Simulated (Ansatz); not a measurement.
**B2 (SMILES B#B) at UBCCD(T)/6-31G**

Aim: the vertical ionisation energy of B2 at UBCCD(T)/6-31G, from 2 runs. 

The calculation is run with Ansatz 0.2.0.

45 further runs of the same task are left out: 2 that didn't finish, 43 set aside as unsound or not needed.

## 1. The system as given

The species is B2 (2 atoms), meant as a triplet with charge 0. SMILES: `B#B`. The shape is that of a GFN2-xTB optimisation.

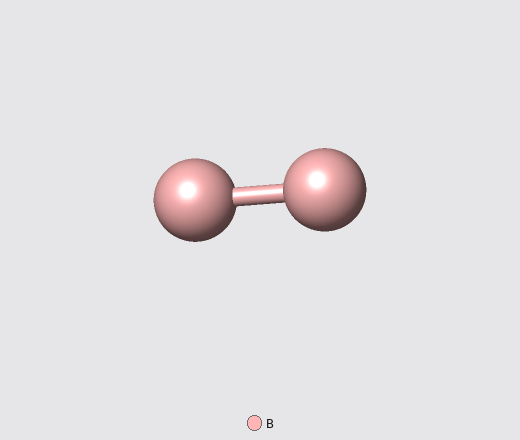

The structure, seen from a chosen angle (boron pink).

## 2. The energy at UBCCD(T)/6-31G

Input file input.yaml:

```yaml
crystal:
  periodic: [false, false, false]
  atoms:
    - {symbol: B, position_ang: [0.000000, 0.000000, 0.000000]}
    - {symbol: B, position_ang: [0.000000, 0.000000, 1.405120]}
basis:
  gaussian: {orbitals: 6-31G}
total_charge: 0
magnetization: {spin_polarized: true, initial_magnetization: 2}
correlation: {method: bccd_t, frozen_orbitals: {B: 1}}
accuracy: high
scf: {omitted_lower_state_checks: [cluster_reference, increment]}
```

Launch:

```
$ ansatz run input.yaml --threads 1 --pin off --max-ram 2610MiB --events-out events.jsonl --progress --plain --runs-dir runs
```

What it wrote, cut to the lines that bear on the results:

```text
Warning: RAYON_NUM_THREADS=1 ignored (pool sized by the plan → 1); use --threads N
Functional definition: HF
  name "HF"
[...]
404 factors; integrals over basis functions are off by at most 2.5e-9 eV
[...]
mean field -1336.31360148 eV, -49.1086190686 hartree, gradient 1.2e-8 eV, S^2 2.940182; 20 other end points of the search recorded, 0 dependent functions left out
2 core orbitals not correlated: weight in the atoms' cores, before any rotation towards them, 1.000 or more for the frozen orbitals, at most 0.000 for the correlated occupied ones
reference -1336.31360148 eV, -49.1086190686 hartree; 4, 2 occupied and 12, 14 virtual orbitals, 404 factors
second order -1.27713868 eV of doubles, -0.00000000 eV of singles
cycle   1  -1.61394504 eV  change   -3.4e-1 eV  update   6.6e-2
[...]
cycle  39  -2.11194636 eV  change  -3.7e-10 eV  update  5.9e-10
perturbative correction -0.15514904 eV, -0.0057016221 hartree
Total energy: -1338.58069688 eV, -49.1919332878 hartree
Checks for a lower state left out: cluster_reference, increment
```

It took 1.1 s on 1 thread of Arm Neoverse N1, shared host.

## 3. The doublet cation

Input file input.yaml:

```yaml
crystal:
  periodic: [false, false, false]
  atoms:
    - {symbol: B, position_ang: [0.000000, 0.000000, 0.000000]}
    - {symbol: B, position_ang: [0.000000, 0.000000, 1.405120]}
basis:
  gaussian: {orbitals: 6-31G}
magnetization: {spin_polarized: true, initial_magnetization: 1}
total_charge: 1
accuracy: high
correlation: {method: bccd_t, frozen_orbitals: {B: 1}}
scf: {omitted_lower_state_checks: [cluster_reference, increment]}
```

Launch:

```
$ ansatz run input.yaml --threads 1 --pin off --max-ram 2610MiB --events-out events.jsonl --progress --plain --runs-dir runs
```

What it wrote, cut to the lines that bear on the results:

```text
Warning: RAYON_NUM_THREADS=1 ignored (pool sized by the plan → 1); use --threads N
[... 2 set-up lines as earlier in the session ...]
[...]
403 factors; integrals over basis functions are off by at most 2.8e-9 eV
[...]
mean field -1327.15627607 eV, -48.7720935668 hartree, gradient 2.0e-8 eV, S^2 1.710614; 21 other end points of the search recorded, 0 dependent functions left out
2 core orbitals not correlated: weight in the atoms' cores, before any rotation towards them, 1.000 or more for the frozen orbitals, at most 0.000 for the correlated occupied ones
reference -1327.15627607 eV, -48.7720935668 hartree; 3, 2 occupied and 13, 14 virtual orbitals, 403 factors
second order -0.87463119 eV of doubles, -0.00000000 eV of singles
cycle   1  -1.16184251 eV  change   -2.9e-1 eV  update   5.8e-2
[...]
cycle  37  -1.59358512 eV  change   2.7e-10 eV  update  1.2e-10
perturbative correction -0.07702650 eV, -0.0028306718 hartree
Total energy: -1328.82688770 eV, -48.8334874117 hartree
Checks for a lower state left out: cluster_reference, increment
```

Run time: 1.1 s. Hardware: 1 thread of Arm Neoverse N1, shared host.

## 4. Summary of results

Level: UBCCD(T)/6-31G, 2 core orbitals frozen.

| quantity | value |
| --- | --- |
| triplet B2: total energy | -49.19193 Eh |
| triplet B2: correlation energy (2 core orbitals frozen) | -83.3 mEh |
| triplet B2: (T) correction | -5.70 mEh |
| triplet B2: ⟨S²⟩ of the reference determinant | 2.940 |
| doublet cation: total energy | -48.83349 Eh |
| doublet cation: correlation energy (2 core orbitals frozen) | -61.4 mEh |
| doublet cation: (T) correction | -2.83 mEh |
| doublet cation: ⟨S²⟩ of the reference determinant | 1.711 |
| vertical ionisation energy (to the doublet cation) | 9.754 eV |

Removing an electron at fixed nuclei costs 9.75 eV (225 kcal/mol). ⟨S²⟩ (triplet B2) is 2.94 where a pure triplet has 2.00: the reference is spin-contaminated. The triples (triplet B2) make up 6.8 % of the correlation energy. ⟨S²⟩ (doublet cation) is 1.71 where a pure doublet has 0.75: the reference is spin-contaminated. The triples (doublet cation) make up 4.6 % of the correlation energy.
